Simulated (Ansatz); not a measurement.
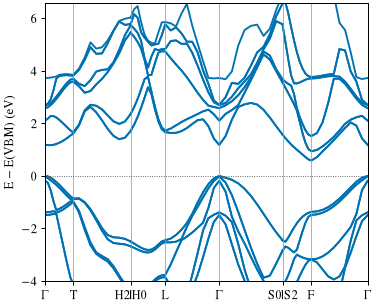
Figure: Band structure from r²SCAN with spin–orbit coupling (plane waves, PAW; program Ansatz)

Problem. Read off the gap and where the band edges lie.

Solution. About 0.6 eV (0.59 eV by a search for the band edges); maximum at Γ, minimum at F.

The material is SiGe in space group R-3m (No. 166; Si on 6c, Ge on 6c).

The start of the workflow was typed in or built on a structure type; neither database checked (COD, Materials Project) lists it. Whether it is the stable phase at ambient conditions was not checked. Symmetry was held in the r²SCAN relaxation; whether a distortion lowers the energy is not shown.

Potentials: the later of the program's two PAW sets.
